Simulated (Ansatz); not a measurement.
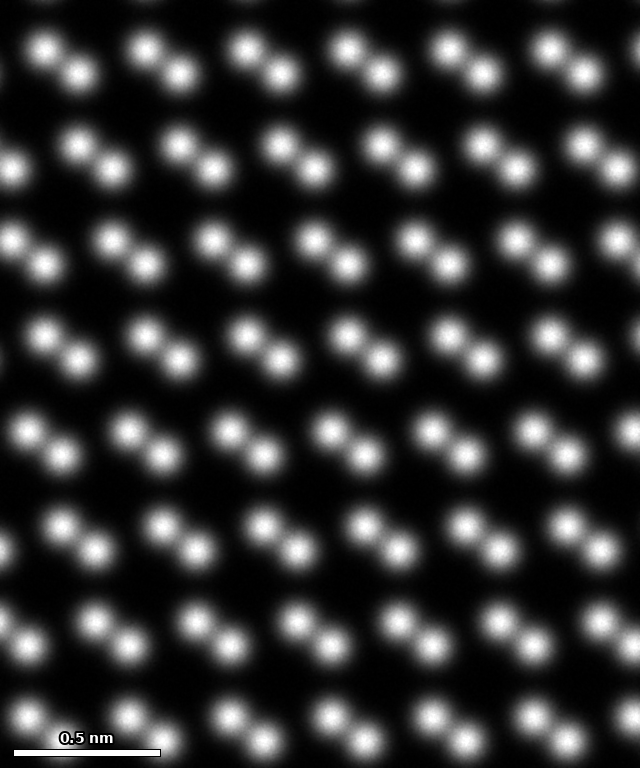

HAADF-like image of Ge (Fd-3m, No. 227) along [110]. The image is simulated as a sum over atoms of Z^1.6, blurred by a 1.01 Å probe (no channelling). Shot noise was added.

One planar defect was built into the perfect crystal by geometry alone, without relaxation. Host structure: the input geometry of a calculation.

Where does the periodic pattern break, and how?

Answer. A planar fault (a stacking fault) runs horizontally about 14 Å below the top edge. The part above it is shifted along the boundary by 1/2 of the 3.48 Å repeat of the rows (1.7 Å to the right, the same as to the left); both parts keep the same orientation.
